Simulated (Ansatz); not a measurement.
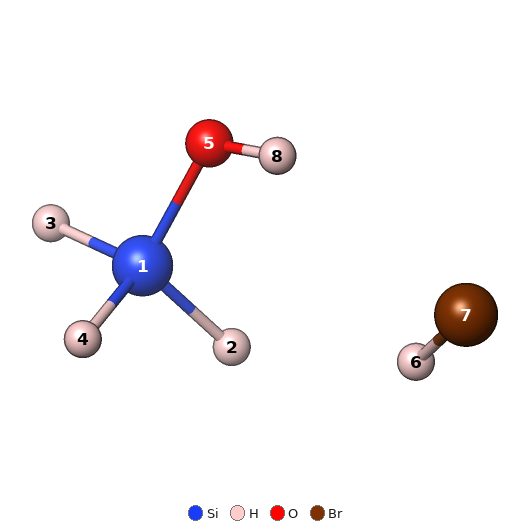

The atoms are numbered. Computed geometry: PBE0-D4/def2-TZVP optimisation.

### Describe the coordination of atom 1.

Si1 has 4 neighbours (H2 at 1.50, H3 at 1.48, H4 at 1.49, O5 at 1.64 Å); the arrangement is tetrahedral.

### What is the geometry at O5?

O5 has 2 neighbours (Si1 at 1.64, H8 at 0.96 Å); the arrangement is bent.
